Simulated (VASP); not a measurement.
Band structure of Al2Os (space group I4/mmm). Computed with r2SCAN meta-GGA, VASP's PBE PAW potentials (set 64) (plane waves; VASP).

The path is coarsely sampled, so an indirect gap can come out somewhat too large. Unless said otherwise, spin-orbit coupling is left out, though it shifts the bands of the heavy elements here.

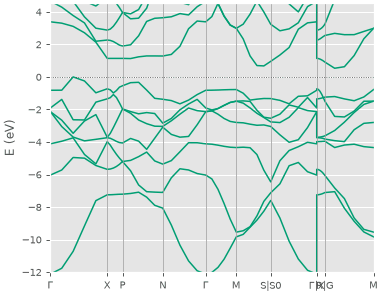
Figure. Bands along high-symmetry lines, zero at the valence-band maximum or, without a gap, the Fermi level

Read the plot: is there a gap, and where are the band edges?

The gap is indirect, 0.53 eV, from the valence maximum at Γ-X at 0.40 to the conduction minimum at G-M at 0.20.

The structure comes from a computed database's Al2Os entry (I4/mmm); how it stands against other phases isn't given here. The cell was not relaxed at this level.
